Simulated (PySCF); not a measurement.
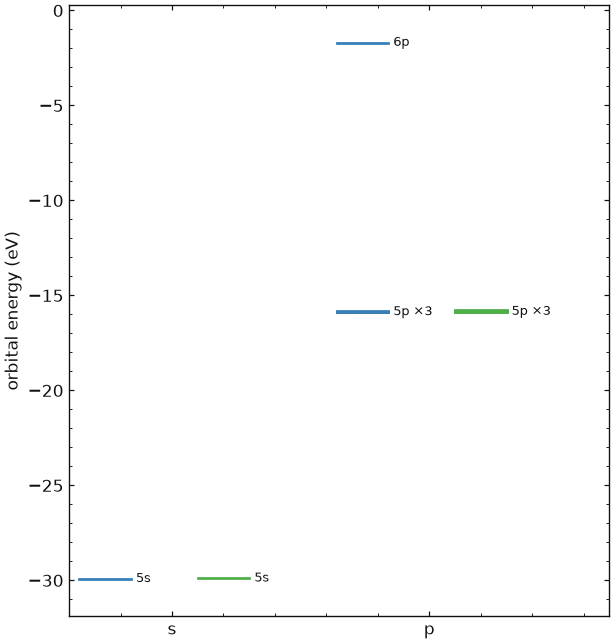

Fig. 1: Orbital energies of the mean field, from the top down to −29.9 eV, by angular momentum, α spin at the left of each column and β at the right; ×n counts the orbitals under one label. Empty levels that the record names by l alone aren't drawn. The highest filled orbital is 6p α at −1.69 eV, the lowest empty one s α at −2.33 eV.

**Run report: Cs, atomic calculation**

System: Cs, configuration 1s2 2s2 2p6 3s2 3p6 3d10 4s2 4p6 4d10 5s2 5p6 6p1, multiplicity 2.
Method: unrestricted B3LYP, aug-cc-pVQZ-X2C, spin-free X2C-1e, Gaussian nucleus (PySCF).

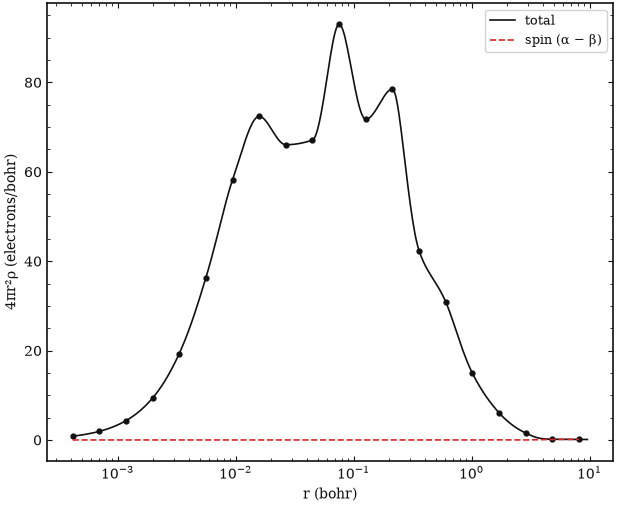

Fig. 2: Spherically averaged radial density 4πr²ρ of the mean field and its spin part; markers are the stored points, which are sparse, and the line is a monotone interpolation between them. The largest stored value is 93.0 electrons/bohr at r = 0.076 bohr. Root-mean-square radii of the shells: 4s 0.738, 4p 0.788, 4d 0.902, 5s 1.85, 5p 2.22, 6p 8.04 bohr.

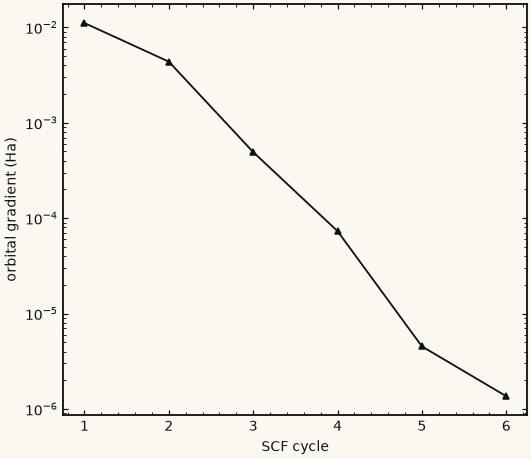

Fig. 3: Convergence: orbital gradient against the SCF cycle. The residual falls at every step. It goes from 0.011 to 1.4×10⁻⁶ in 6 steps.

These pictures come from the run below.

Input file:
```python
from pyscf import gto, scf, dft, mp, cc
import basis_set_exchange as bse
mol = gto.M(atom="Cs 0 0 0", charge=0, spin=1, symmetry="D2h",
            basis=gto.basis.parse(bse.get_basis("aug-cc-pVQZ-X2C", elements=["Cs"], fmt="nwchem")),
            nucmod="G")
mf = dft.UKS(mol, xc="B3LYP").sfx2c1e()
mf.irrep_nelec = {'Ag': (9, 9), 'B1g': (2, 2), 'B2g': (2, 2), 'B3g': (2, 2), 'B1u': (4, 4), 'B2u': (5, 4), 'B3u': (4, 4)}
mf.kernel()
```

The script is an equivalent of what the driver set up; the driver started from orbitals of its own, so the log can be shorter than this script's would be, and it computed the properties (radii, ⟨L²⟩, response) afterwards. It held the occupations shell by shell, which the script's counts by irreducible representation don't always enforce.

The program's output (extracts):
```
damping factor = 0
level_shift factor = 0
DIIS = <class 'pyscf.scf.diis.CDIIS'>
diis_start_cycle = 1
diis_space = 10
diis_damp = 0
SCF conv_tol = 1e-09
SCF conv_tol_grad = None
number electrons alpha = 28  beta = 27
XC functionals = B3LYP
    P. J. Stephens, F. J. Devlin, C. F. Chabalowski, and M. J. Frisch.,  J. Phys. Chem. 98, 11623 (1994)
cycle= 1 E= -7786.17570066721  delta_E= -0.00363  |g|= 0.0111  |ddm|= 3.51
cycle= 2 E= -7786.17584763073  delta_E= -0.000147  |g|= 0.00437  |ddm|= 0.923
cycle= 3 E= -7786.17586257345  delta_E= -1.49e-05  |g|= 0.000493  |ddm|= 0.235
cycle= 4 E= -7786.17586460874  delta_E= -2.04e-06  |g|= 7.31e-05  |ddm|= 0.0319
cycle= 5 E= -7786.17586463522  delta_E= -2.65e-08  |g|= 4.53e-06  |ddm|= 0.00638
cycle= 6 E= -7786.17586463541  delta_E= -1.95e-10  |g|= 1.36e-06  |ddm|= 0.000165
converged SCF energy = -7786.17586463541  <S^2> = 0.75001175  2S+1 = 2.0000117
```

Key numbers:

| quantity | value |
| --- | --- |
| outcome | converged |
| total energy | −7786.1759 hartree |
| ⟨S²⟩ | 0.750 |
| ⟨L²⟩ | 2.03 |
| SCF iterations | 6 |
| hardware | 1 CPU thread, shared host |
| CPU time | 93 s (integrals apart) |

Notes:

The driver held the occupations shell by shell, and empty s levels lie below the filled 6p. Radii and densities are those of the two-component orbitals, without the picture-change correction, so the innermost s shells come out slightly too small (about 1 % for 1s near Z = 40, more for heavier atoms). This is not the ground configuration of the species. Limits: unstable response matrix: no polarizability.
